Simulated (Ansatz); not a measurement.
Ga8Se3S5

```xyz
16
Lattice="-5.4834 -3.1659 -0.0167 1.8291 -3.1680 0.0000 0.0361 0.0208 15.6983" Properties=species:S:1:pos:R:3 pbc="T T T"
Ga   -3.6525   -4.2208    2.7339
Ga   -1.7738   -1.0241    2.7372
Ga   -3.6132   -2.0861   10.5191
Ga   -0.0157   -2.1211   10.5220
Ga   -3.6387   -4.2128    5.1789
Ga   -1.7959   -1.0369    5.1870
Ga   -3.6181   -2.0889   12.9594
Ga   -0.0228   -2.1252   12.9706
Se   -3.6402   -4.2137    9.3044
S    -1.8120   -1.0461    9.4471
Se   -3.6233   -2.0919    1.5192
S     0.0308   -2.0942    1.6725
Se   -3.6539   -4.2216   14.1686
S    -1.8208   -1.0512   14.0459
S    -3.6309   -2.0963    6.2269
S     0.0187   -2.1012    6.2599
```

Space group Pm; a generated structure, not necessarily the stable one.

The calculation used DFT PBE+D3(BJ), scalar-relativistic, plane waves, PAW in Ansatz.

> What can the converged valence pseudo-density and electron localisation function tell about the bonding?

Ga–Ga (2.44 Å): ρ at the midpoint is about 0.45 e/Å³; the ELF peaks at about 0.70 between the atoms.

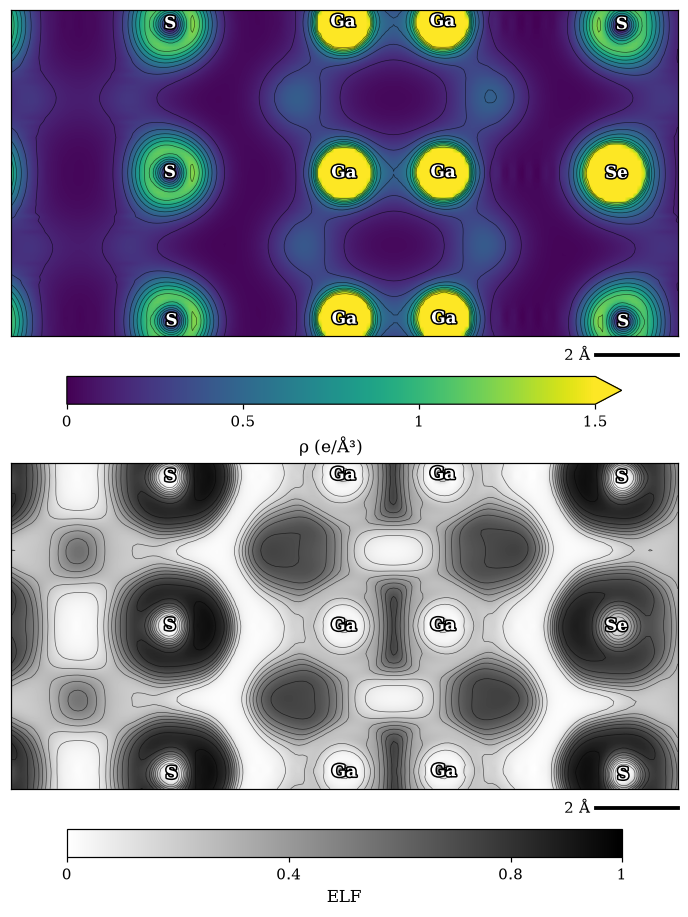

Computed valence pseudo-density and electron localisation function on the (11̄0) plane of the conventional cell, in this order. 

The density is the valence pseudo-density of a PAW calculation; it isn't the true density close to the nuclei.
